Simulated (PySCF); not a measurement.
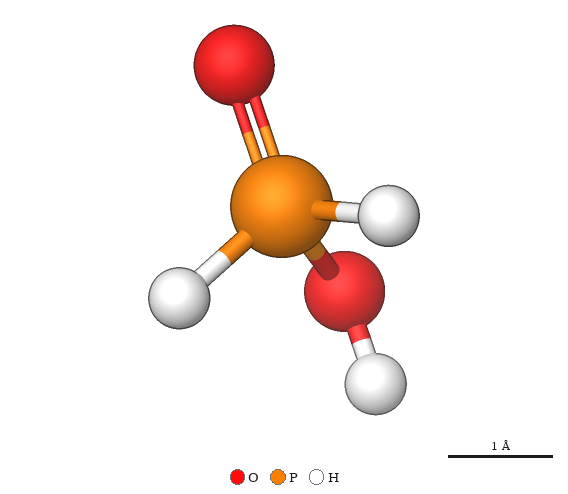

A ball-and-stick model of a molecule.

What is the molecular formula?

H3O2P, 6 atoms: 3 hydrogen, 2 oxygen and 1 phosphorus.

How many bonds of each kind are drawn?

2 O–P, 2 P–H, 1 O–H.

What is its SMILES?

O=[PH2]O

How many atoms are distinct by symmetry?

5: 1 O, 1 P, 1 O, 2 H, 1 H.

Which point group does it belong to?

Cs.

The parts below concern this one geometry. Atoms keep their numbers from picture to picture. The computed structure is the end point of a PBE0-D3(BJ)/def2-SVP optimisation. No frequency run is at hand to confirm it as a minimum.

### Dipole moment

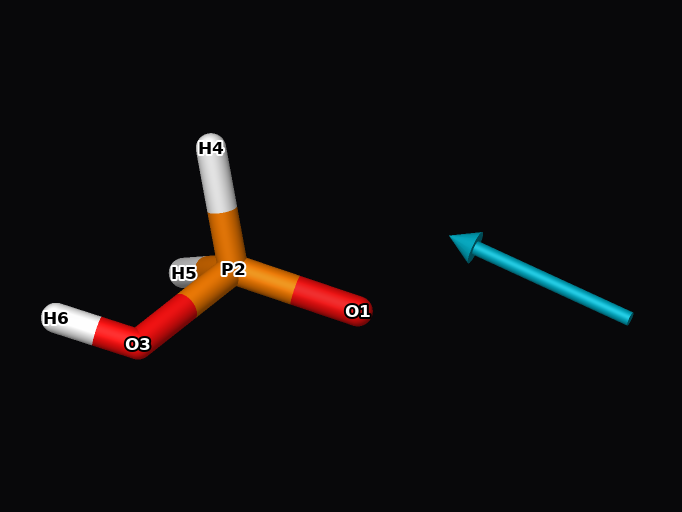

The arrow beside the molecule shows the direction of the dipole moment, from the negative to the positive end (its length means nothing). No frequency run is at hand to confirm it as a minimum. Method: PBE0/def2-SVP, gas phase (PySCF 2.14.0).

How large is the dipole moment?

4.84 D; it points from the side of O1 to the side of H6 (the outermost atoms at the two ends).

### Charges

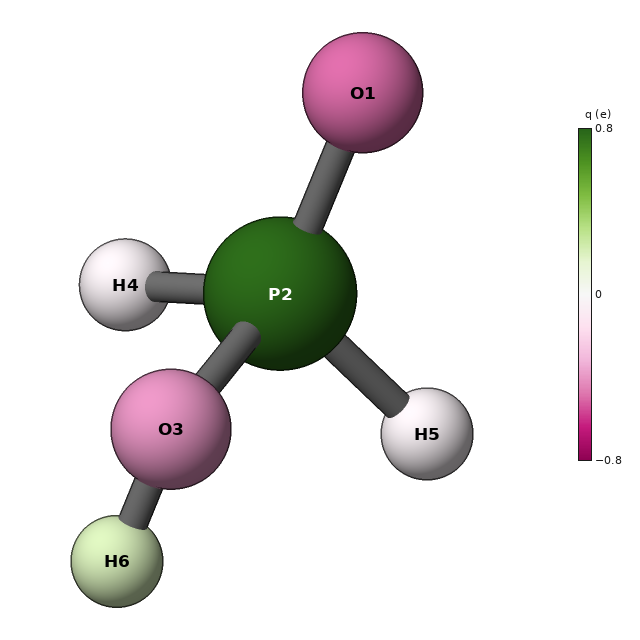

Atoms are coloured by their Mulliken charges. No frequency run is at hand to confirm it as a minimum. Method: PBE0/def2-SVP, gas phase (PySCF 2.14.0).

Which atom carries the highest charge (most positive or least negative)?

P2 (0.77 e).

And the lowest?

O1 (−0.49 e).

List the Mulliken charges.

| atom | value (e) |
| --- | --- |
| O1 | −0.49 |
| P2 | 0.77 |
| O3 | −0.40 |
| H4 | −0.04 |
| H5 | −0.04 |
| H6 | 0.20 |

### Quadrupole coupling

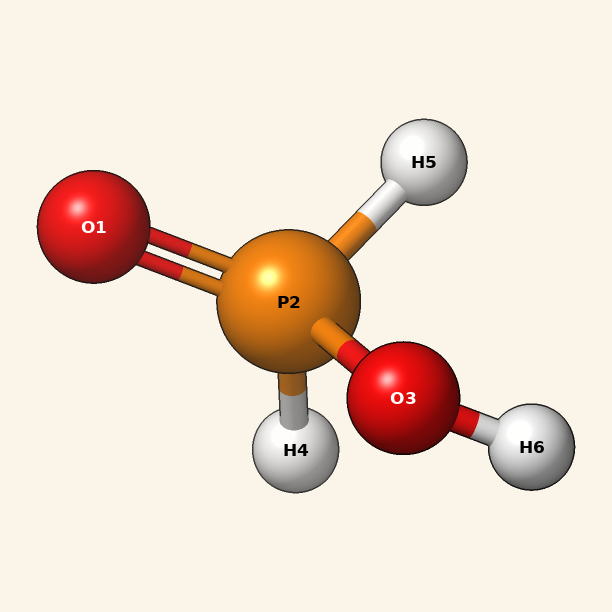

No frequency run is at hand to confirm it as a minimum. Electric field gradients from the ground-state density, PBE0/STO-3G (PySCF 2.14.0), non-relativistic apart from any core potentials.

Give the largest field-gradient component, the quadrupole coupling constant and the asymmetry for 17O at O1 (Q = −25.6 mb), 17O at O3 (Q = −25.6 mb), 2H at H4 (Q = 2.86 mb), 2H at H6 (Q = 2.86 mb).

```tsv
atom	V_zz (a.u.)	e²qQ/h (MHz)	η
O1	2.143	−12.89	0.19
O3	2.281	−13.72	0.93
H4	0.199	0.134	0.02
H6	0.469	0.315	0.11
```

Mulliken values depend strongly on the basis set and can even reverse the polarity of a bond.
